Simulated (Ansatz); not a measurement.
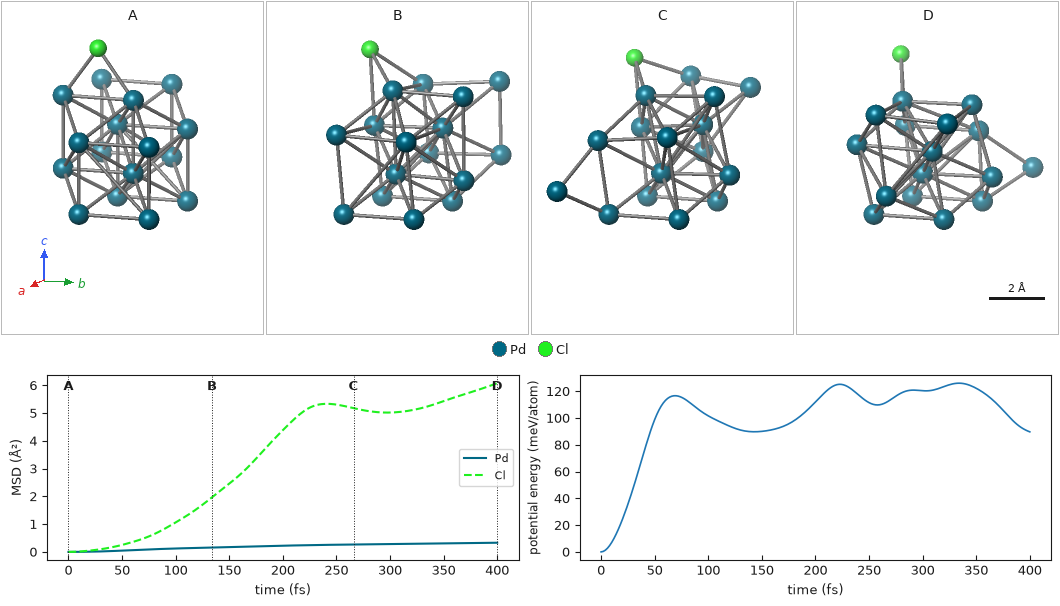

First-principles dynamics of Cl on Pd(110) (17 atoms in the cell), 400 fs long. Frames (A at 0 fs, B at 134 fs, C at 266 fs, D at 400 fs) and the history of the run. The picture is a ball-and-stick view of the simulation cell, with the vacuum cut short, seen slightly off an axis. Atoms that leave the cell re-enter on the other side. Bonds to atoms that aren't drawn are left out.

Computed with DFT PBEsol, scalar-relativistic, plane waves, PAW in Ansatz. Run with plane-wave cutoff 420 eV; k-point mesh 2 × 3 × 1; Fermi-Dirac smearing 0.05 eV; low-accuracy preset; 4 atoms held fixed; Nosé-Hoover thermostat (NVT); set temperature 900 K; time step 2 fs; thermostat time 10.0 fs.

Question: What do the frames and curves show?

Answer: Root-mean-square distances from the starting positions over the second half, with the common drift of all atoms taken out: Cl 2.30 Å, Pd 0.53 Å. Against the typical shortest distance between atoms in the first frame, about 2.7 Å these are large excursions, but over 400 fs one can't yet tell strong vibration from the start of diffusion. 1 of the 13 free atoms end more than three quarters of that spacing from the start. The mean temperature in the second half is 907 K (standard deviation 66 K). The potential energy in the second half lies on average 116 meV per atom above the first frame. The thermostat's time constant is so short that it disturbs the motion.

Limits of the set-up: the cell has an odd number of electrons but was run without spin polarisation; the k-point mesh is coarse for a cell with partly filled bands; the program's low-accuracy preset was used; the periodic images lie only 5.5 Å apart, so the values are limited by the cell's size.

Cost: 8.9 min on 4 threads of AMD EPYC 9R45 96-Core Processor (Zen 5), on a shared host, peak memory 2.2 GiB.
